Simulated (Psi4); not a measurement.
# r2SCAN/6-311+G(d,p) run of SiF4 (SMILES F[Si](F)(F)F)

Aim: the vertical electron affinity of SiF4 at r2SCAN/6-311+G**, from 2 runs. The job is set up through a Python script.

Program for the calculation: Psi4 1.11.

5 further runs of the same task are left out: 4 that didn't finish, 1 set aside as unsound or not needed.

### Step 1. Starting point

The species is SiF4 (5 atoms), meant as a singlet with charge 0. As SMILES, `F[Si](F)(F)F`. Geometry: relaxed at PBE0-D4/def2-TZVP.

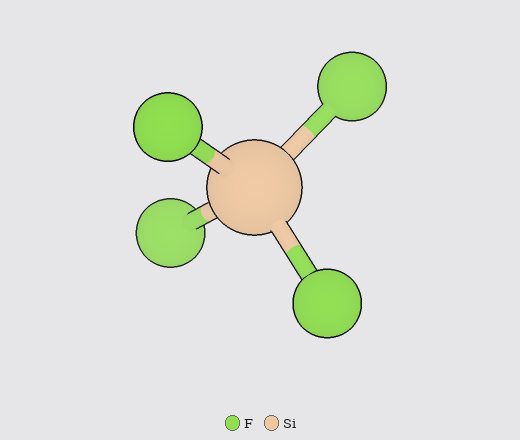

The structure, seen from a chosen angle (fluorine green, silicon light orange).

### Step 2. Energy and forces at r2SCAN/6-311+G(d,p)

Contents of f4si.xyz:

```xyz
5
F4Si
F      0.143200    -0.791930     1.338460
Si     0.000000     0.000000     0.000000
F     -1.047100     1.144420     0.181750
F     -0.477230    -0.967810    -1.129040
F      1.381130     0.615320    -0.391170
```

Contents of f4si.py:

```python
import psi4

psi4.set_memory(1600000000)
psi4.set_num_threads(1)
psi4.core.set_output_file('run.log', False)

with open('f4si.xyz') as f:
    atoms = ''.join(f.readlines()[2:])
molecule = psi4.geometry('0 1\n' + atoms + 'symmetry c1\nno_reorient\nno_com')

options = {'basis': '6-311+G**', 'puream': True, 'e_convergence': 1e-09, 'd_convergence': 1e-08, 'scf_type': 'pk', 'dft_radial_points': 99, 'dft_spherical_points': 590}
psi4.set_options(options)

E, wfn = psi4.gradient('r2scan', molecule=molecule, return_wfn=True)
psi4.oeprop(wfn, 'DIPOLE', 'WIBERG_LOWDIN_INDICES', 'MULLIKEN_CHARGES')
print('gradient / Eh bohr^-1')
print(E.np.round(6))
print(f'energy = {wfn.energy():.10f} Eh')
```

Launch:

```sh
python f4si.py
```

run.log:

```text
[...]
  Running in c1 symmetry.
[...]
  Nuclear repulsion =  271.610939525492370
[...]
  Multiplicity = 1
[...]
  Nalpha       = 25
  Nbeta        = 25
[...]
    Number of basis functions: 118
[...]
   @RKS iter   1:  -688.89300058412209   -2.69575e-01   6.84864e-03 ADIIS/DIIS
[...]
   @RKS iter   9:  -689.06494480724075   -1.05160e-10   5.88584e-09 DIIS
[...]
  @RKS Final Energy:  -689.06494480724075
   => Energetics <=
    Nuclear Repulsion Energy =            271.6109395254923697
    One-Electron Energy =               -1498.8331315589405222
    Two-Electron Energy =                 601.0355546663505493
    DFT Exchange-Correlation Energy =     -62.8783074401430540
    Empirical Dispersion Energy =           0.0000000000000000
    VV10 Nonlocal Energy =                  0.0000000000000000
    Total Energy =                       -689.0649448072407495
[...]
  -Total Gradient:
     Atom            X                  Y                   Z
    ------   -----------------  -----------------  -----------------
       1       -0.001477735927     0.007970990792    -0.013405667537
       2       -0.000001884305     0.000000488573     0.000000853192
       3        0.010561952006    -0.011481812396    -0.001827716026
       4        0.004811926393     0.009781246519     0.011360827399
       5       -0.013846925125    -0.006119750866     0.003916891926
[...]
 Multipole Moments:
 ------------------------------------------------------------------------------------
     Multipole            Electronic (a.u.)      Nuclear  (a.u.)        Total (a.u.)
 ------------------------------------------------------------------------------------
 L = 1.  Multiply by 2.5417464519 to convert [e a0] to [Debye]
 Dipole X            :         -0.0000029            0.0000000           -0.0000029
 Dipole Y            :         -0.0000115           -0.0000000           -0.0000115
 Dipole Z            :         -0.0000069           -0.0000000           -0.0000069
 Magnitude           :                                                    0.0000137
[...]
  Mulliken Charges: (a.u.)
   Center  Symbol    Alpha    Beta     Spin     Total
       1     F     4.67187  4.67187  0.00000 -0.34374
       2    SI     6.31252  6.31252  0.00000  1.37496
       3     F     4.67187  4.67187  0.00000 -0.34374
       4     F     4.67187  4.67187  0.00000 -0.34373
       5     F     4.67187  4.67187  0.00000 -0.34375
   Total alpha = 25.00000, Total beta = 25.00000, Total charge =  0.00000
  Wiberg Bond Indices using Orthogonal Lowdin Orbitals:
[...]
```

On the terminal:

```text
gradient / Eh bohr^-1
[[-1.4780e-03  7.9710e-03 -1.3406e-02]
 [-2.0000e-06  0.0000e+00  1.0000e-06]
 [ 1.0562e-02 -1.1482e-02 -1.8280e-03]
 [ 4.8120e-03  9.7810e-03  1.1361e-02]
 [-1.3847e-02 -6.1200e-03  3.9170e-03]]
energy = -689.0649448072 Eh
```

Wall time 19 s (1 thread of AMD EPYC 9R45 (Zen 5), shared host); peak memory 0.71 GiB.

### Step 3. The doublet anion at the same level

f4si.xyz is that of step 2.

Contents of job.py:

```python
import psi4

psi4.set_memory('1600 MB')
psi4.set_num_threads(1)
psi4.set_output_file('output.dat', False)

with open('f4si.xyz') as f:
    atoms = ''.join(f.readlines()[2:])
mol = psi4.geometry('-1 2\n' + atoms + 'symmetry c1')

psi4.set_options({
    'basis': '6-311+G**',
    'reference': 'uks',
    'puream': True,
    'e_convergence': 1e-09,
    'd_convergence': 1e-08,
    'scf_type': 'pk',
    'dft_radial_points': 99,
    'dft_spherical_points': 590,
    'maxiter': 100,
})

e, wfn = psi4.gradient('r2scan', molecule=mol, return_wfn=True)
psi4.oeprop(wfn, 'QUADRUPOLE', 'MAYER_INDICES', 'LOWDIN_CHARGES', title='R2SCAN')
print('gradient / Eh bohr^-1')
print(e.np.round(6))
print(f'energy = {wfn.energy():.10f} Eh')
```

Launch:

```sh
python job.py
```

output.dat, cut to the lines that bear on the results:

```text
[...]
  Running in c1 symmetry.
[...]
  Nuclear repulsion =  271.610939525492370
[...]
  Multiplicity = 2
[...]
  Nalpha       = 26
  Nbeta        = 25
[...]
    Number of basis functions: 118
[...]
   @UKS iter   1:  -688.72507891048645   -1.01653e-01   7.97928e-03 ADIIS/DIIS
[...]
   @UKS iter  11:  -689.03446727271546   -1.58025e-11   3.89381e-09 DIIS
[...]
   @S^2 Observed:                7.503677752E-01
[...]
  @UKS Final Energy:  -689.03446727271546
   => Energetics <=
    Nuclear Repulsion Energy =            271.6109395254923697
    One-Electron Energy =               -1507.9916571539615688
    Two-Electron Energy =                 610.3470031949937038
    DFT Exchange-Correlation Energy =     -63.0007528392399578
    Empirical Dispersion Energy =           0.0000000000000000
    VV10 Nonlocal Energy =                  0.0000000000000000
    Total Energy =                       -689.0344672727154602
[...]
  -Total Gradient:
     Atom            X                  Y                   Z
    ------   -----------------  -----------------  -----------------
       1       -0.003062205932     0.016747623009    -0.028238569280
       2       -0.000002609199    -0.000000220162     0.000000640228
       3        0.022165558873    -0.024166994682    -0.003844945254
       4        0.010100756321     0.020505572942     0.023877341848
       5       -0.029151583924    -0.012940742829     0.008254076516
[...]
 Multipole Moments:
 ------------------------------------------------------------------------------------
     Multipole            Electronic (a.u.)      Nuclear  (a.u.)        Total (a.u.)
 ------------------------------------------------------------------------------------
 L = 1.  Multiply by 2.5417464519 to convert [e a0] to [Debye]
 Dipole X            :         -0.0000909            0.0000000           -0.0000909
 Dipole Y            :          0.0000438            0.0000000            0.0000438
 Dipole Z            :         -0.0000478           -0.0000000           -0.0000478
 Magnitude           :                                                    0.0001117
 L = 2.  Multiply by 1.3450342976 to convert [e a0^2] to [Debye ang]
 Quadrupole XX       :       -141.2479543          104.5241348          -36.7238196
 Quadrupole XY       :          0.0007172           -0.0006968            0.0000204
[...]
```

On the terminal:

```text
gradient / Eh bohr^-1
[[-3.0620e-03  1.6748e-02 -2.8239e-02]
 [-3.0000e-06 -0.0000e+00  1.0000e-06]
 [ 2.2166e-02 -2.4167e-02 -3.8450e-03]
 [ 1.0101e-02  2.0506e-02  2.3877e-02]
 [-2.9152e-02 -1.2941e-02  8.2540e-03]]
energy = -689.0344672727 Eh
```

Wall time 33 s (1 thread of AMD EPYC 9R45 (Zen 5), shared host); peak memory 0.7 GiB.

### Step 4. What came out

Level: r2SCAN/6-311+G**.

| quantity | value |
| --- | --- |
| singlet SiF4: total energy | -689.06494 Eh |
| singlet SiF4: dipole moment | 0.00 D |
| singlet SiF4: HOMO energy | -11.35 eV |
| singlet SiF4: LUMO energy | -0.72 eV |
| singlet SiF4: HOMO–LUMO gap | 10.63 eV |
| singlet SiF4: largest force on an atom | 0.810 eV/Å |
| doublet anion: total energy | -689.03447 Eh |
| doublet anion: HOMO energy (highest over α and β) | 2.44 eV |
| doublet anion: LUMO energy (lowest over α and β) | 3.15 eV |
| doublet anion: ⟨S²⟩ | 0.750 |
| doublet anion: largest force on an atom | 1.700 eV/Å |
| vertical electron affinity (to the doublet anion) | -0.829 eV |

**Reading.** The anion lies 0.83 eV (19.1 kcal/mol) above the neutral: the electron isn't bound at this level, and such a value depends on the basis. The largest force (singlet SiF4) is 0.81 eV/Å: the shape isn't a stationary point for this species at this level. Mulliken charges (singlet SiF4) run from -0.34 on F5 to +1.37 on Si2; in a basis this large or diffuse they mean little. The HOMO (doublet anion) lies at positive energy, 2.44 eV, as semi-local functionals often give for anions; only total energies tell whether the electron is bound.
